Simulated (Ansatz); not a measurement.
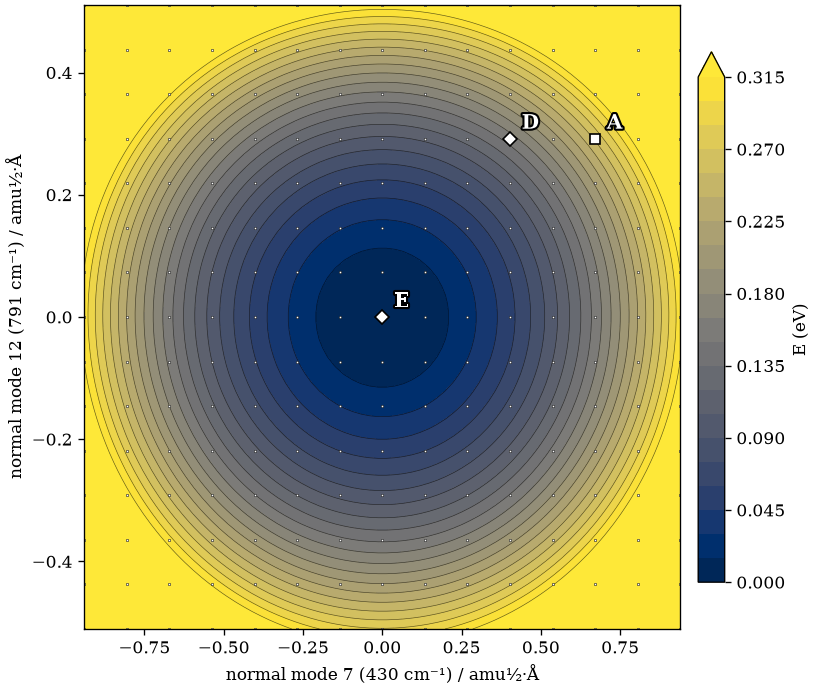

Cl₂Ge₂H₄, SMILES [Cl][GeH]([Cl])[GeH3]. The first coordinate is: normal mode 7 (430 cm⁻¹); the second: normal mode 12 (791 cm⁻¹). Nothing is relaxed (straight displacements along the two mass-weighted modes). The scan uses a 15 × 15 grid. Points are written as (first, second). All energies are given in eV relative to the lowest grid point. Theory: RKS PBE0-D4/def2-SVP (Ansatz 0.2.0).

Drawn: filled contours, dots at the grid points, one colour for all values above the top of the scale, lettered points. Between grid points the surface is interpolated.

Is D the lowest point of the computed grid?

Answer. No. D lies 0.158 eV above the lowest grid point, which is at (0.000 amu½·Å, 0.000 amu½·Å).

What kind of point is each of A, D, E: minimum, saddle, maximum or slope?

Answer. A: on a slope; D: on a slope; E: minimum. (In these two coordinates alone; a stationary point may lie a little off the grid point.)
